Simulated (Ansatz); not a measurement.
# Ligand exchange: C3H3F3 + C3H8Ge → C3H4F2 + C3H7FGe

Gas-phase species: C3H3F3 (3,3,3-trifluoropropene) `C=CC(F)(F)F`, singlet; C3H8Ge `C=C[CH2][GeH3]`, singlet; C3H4F2 `C=CC(F)F`, singlet; C3H7FGe `C=C[CH2][GeH2][F]`, singlet. The partners trade F for H: C–F and Ge–H bonds give way to C–H and Ge–F.

Shapes, held fixed at every level: PBE0-D4/def2-TZVP. Flexible molecules stand in one conformer, not always the lowest. Programs: Ansatz 0.2.0. The zero-point and thermal change to 298 K, harmonic and unscaled (PBE0-D4/def2-TZVP), is +8.9 kJ/mol.

| level | kind | ΔH(298 K) (kJ/mol) | less CCSD(T)/def2-TZVPP |
| --- | --- | --- | --- |
| HF/def2-SVP | Hartree–Fock | -61.7 | +12.4 |
| SPW92/def2-TZVPP | LDA | -49.2 | +24.9 |
| BHLYP-D4/def2-TZVPP | global hybrid | -78.4 | -4.3 |
| PBE0-D4/def2-TZVPP | global hybrid | -68.0 | +6.1 |
| wB97M-V/def2-TZVPP | range-separated hybrid | -71.4 | +2.7 |
| MP2/def2-TZVPP | perturbation theory | -81.1 | -7.0 |
| CCSD(T)/def2-SVP | coupled cluster or CI | -52.8 | +21.3 |
| CCSD(T)/def2-TZVPP | coupled cluster or CI | -74.1 | 0.0 |

The highest level, CCSD(T)/def2-TZVPP, gives ΔH(298 K) = -74.1 kJ/mol; the levels span -81.1 to -49.2. The column of differences is taken from that level and isn't an error. No measured value is set beside it here. Relativity is left out for Ge. Outer-core shells of Ge are correlated, in sets that cover them unevenly.

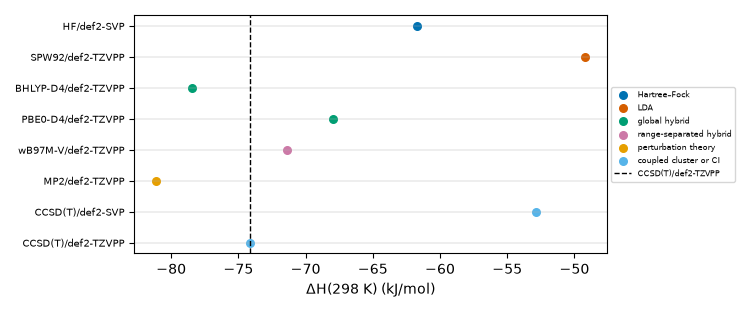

The values of the table, level by level.
